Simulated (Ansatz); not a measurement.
# C2H4AlFO (SMILES C=C[O][AlH][F]) at RPA@PBE0/def2-SVP

What is the energy change on altering one bond length of C2H4AlFO at RPA@PBE0/def2-SVP? 

Program for the calculation: Ansatz 0.2.0.

127 further runs of the same task are left out: 127 set aside as unsound or not needed.

## (1) The molecule

C2H4AlFO: 9 atoms, total charge 0, spin state singlet. As SMILES, `C=C[O][AlH][F]`. The coordinates come from a PBE0-D4/def2-TZVP relaxation. This is one conformer, not always the lowest.

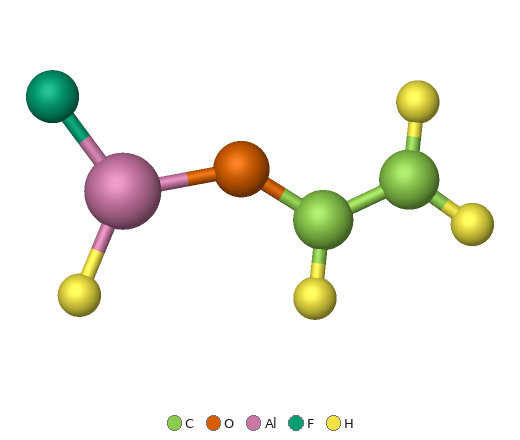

The structure, seen from a chosen angle (carbon green, oxygen orange, aluminium pink, fluorine teal, hydrogen yellow).

## (2) The energy at RPA@PBE0/def2-SVP

File input.yaml:

```yaml
crystal:
  periodic: [false, false, false]
  atoms:
    - symbol: C
      position_ang: [-1.562000, -0.360100, 1.103900]
    - symbol: C
      position_ang: [-0.728000, -0.312900, 0.075500]
    - symbol: O
      position_ang: [0.490300, 0.256500, 0.139600]
    - symbol: Al
      position_ang: [1.800800, 0.519300, -0.884800]
    - symbol: F
      position_ang: [3.087600, 1.301600, -0.235000]
    - symbol: H
      position_ang: [-1.297700, 0.065300, 2.064100]
    - symbol: H
      position_ang: [-2.527700, -0.832200, 0.988500]
    - symbol: H
      position_ang: [-0.999000, -0.743100, -0.888800]
    - symbol: H
      position_ang: [1.824300, 0.059200, -2.380300]
basis:
  gaussian: {orbitals: def2-SVP}
correlation: {method: rpa, frozen_orbitals: {Al: 5, C: 1, F: 1, H: 0, O: 1}}
hamiltonian: {xc: {name: PBE0}}
accuracy: high
```

Run with:

```
$ ansatz run input.yaml --threads 1 --pin off --max-ram 3480MiB --events-out events.jsonl --progress --plain --runs-dir runs
```

The program printed:

```text
Warning: RAYON_NUM_THREADS=1 ignored (pool sized by the plan → 1); use --threads N
Functional definition: PBE0
  name "PBE0"
  parameter a = 0.25
  parameter kappa = 0.804
  parameter beta = 0.06672455060314922
  exchange = (1 - a)*pbe_x(kappa = kappa, mu = beta*pi^2/3) + a*exact_x
  correlation = pbe_c(beta = beta)
2095 factors; integrals over basis functions are off by at most 5.5e-9 eV
mean field evaluation 1: about -13477.3513 eV, gradient 5.9e1 eV
mean field evaluation 2: about -13477.5794 eV, gradient 5.9e1 eV
mean field evaluation 4: about -13484.2478 eV, gradient 9.5e0 eV
mean field evaluation 8: about -13484.4392 eV, gradient 1.5e0 eV
mean field evaluation 16: about -13484.4440 eV, gradient 7.5e-5 eV
mean field -13484.44400193 eV, -495.5441769865 hartree, gradient 3.1e-8 eV, S^2 0.000000; 0 other end points of the search recorded, 0 dependent functions left out
9 core orbitals not correlated: weight in the atoms' cores, before any rotation towards them, 1.000 or more for the frozen orbitals, at most 0.000 for the correlated occupied ones
reference -13444.72043087 eV, -494.0843626755 hartree; 14, 14 occupied and 71, 71 virtual orbitals, 2095 factors
Total energy: -13471.47196855 eV, -495.0674635527 hartree
```

Run time: 15 s. Hardware: 1 thread of Arm Neoverse V1, shared host; peak memory 0.34 GiB.

## (3) The distorted shape, same level

File run.yaml:

```yaml
crystal:
  periodic: [false, false, false]
  atoms:
    - {symbol: C, position_ang: [-1.694140, -0.572784, 0.623836]}
    - {symbol: C, position_ang: [-0.860140, -0.525584, -0.404564]}
    - {symbol: O, position_ang: [0.358160, 0.043816, -0.340464]}
    - {symbol: Al, position_ang: [1.668660, 0.306616, -1.364864]}
    - {symbol: F, position_ang: [2.955460, 1.088916, -0.715064]}
    - {symbol: H, position_ang: [-1.297700, 0.065300, 2.064100]}
    - {symbol: H, position_ang: [-2.659840, -1.044884, 0.508436]}
    - {symbol: H, position_ang: [-1.131140, -0.955784, -1.368864]}
    - {symbol: H, position_ang: [1.692160, -0.153484, -2.860364]}
basis:
  gaussian: {orbitals: def2-SVP}
hamiltonian: {xc: {name: PBE0}}
correlation: {method: rpa, frozen_orbitals: {Al: 5, C: 1, F: 1, H: 0, O: 1}}
accuracy: high
```

Run with:

```
$ ansatz run run.yaml --threads 1 --pin off --max-ram 3480MiB --events-out events.jsonl --progress --plain --runs-dir runs
```

The program printed, shortened:

```text
Warning: RAYON_NUM_THREADS=1 ignored (pool sized by the plan → 1); use --threads N
[... 2 set-up lines as earlier in the session ...]
[...]
2093 factors; integrals over basis functions are off by at most 8.8e-9 eV
[...]
mean field -13482.28710317 eV, -495.4649124192 hartree, gradient 8.3e-8 eV, S^2 0.000000; 0 other end points of the search recorded, 0 dependent functions left out
9 core orbitals not correlated: weight in the atoms' cores, before any rotation towards them, 1.000 or more for the frozen orbitals, at most 0.000 for the correlated occupied ones
reference -13442.23609580 eV, -493.9930650458 hartree; 14, 14 occupied and 71, 71 virtual orbitals, 2093 factors
Total energy: -13469.32261518 eV, -494.9884762731 hartree
```

Run time: 15 s. Hardware: 1 thread of Arm Neoverse V1, shared host; peak memory 0.34 GiB.

## (4) Results

Level: RPA@PBE0/def2-SVP, 9 core orbitals frozen.

```
                                                         quantity          value
                                        first shape: total energy  -495.06746 Eh
                    first shape: RPA correlation energy (valence)     -983.1 mEh
                                    distorted shape: total energy  -494.98848 Eh
                distorted shape: RPA correlation energy (valence)     -995.4 mEh
energy change with the C1–H6 bond stretched from 1.083 to 1.624 Å       2.149 eV
```

With the C1–H6 bond stretched from 1.083 to 1.624 Å the energy rises by 2.15 eV (207 kJ/mol). The first shape isn't relaxed at this level, so the change isn't measured from a minimum.
